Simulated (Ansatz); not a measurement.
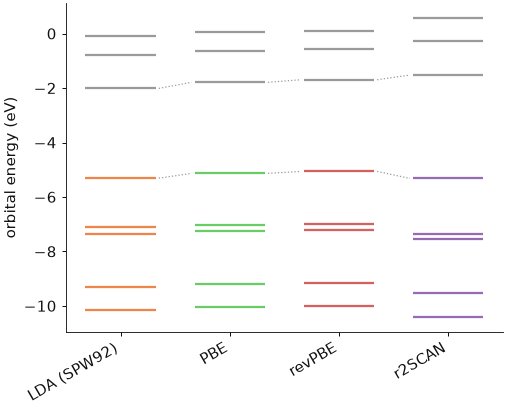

Frontier orbital energies of CH₆InN, SMILES C[NH][InH2], singlet at one geometry, def2-TZVPP, the Ansatz code 0.2.0, at a PBE0-D4/def2-TZVP geometry (a minimum by its frequencies). Empty levels are grey, levels within 0.1 eV stand side by side; all columns show the same few orbitals around the gap. Dotted lines join the HOMOs and the LUMOs.

### Compare the HOMO-LUMO separations.

The separation grows from 3.30 eV (LDA (SPW92)) to 3.80 eV (r2SCAN).

```csv
level,HOMO (eV),LUMO (eV),separation (eV)
LDA (SPW92),−5.31,−2.01,3.30
PBE,−5.13,−1.79,3.34
revPBE,−5.06,−1.69,3.37
r2SCAN,−5.32,−1.52,3.80
```

Limits of at least one run: core potentials past krypton; empty levels above zero depend strongly on the basis; spin-orbit coupling is left out, and with In it can shift these levels and split any degenerate set.
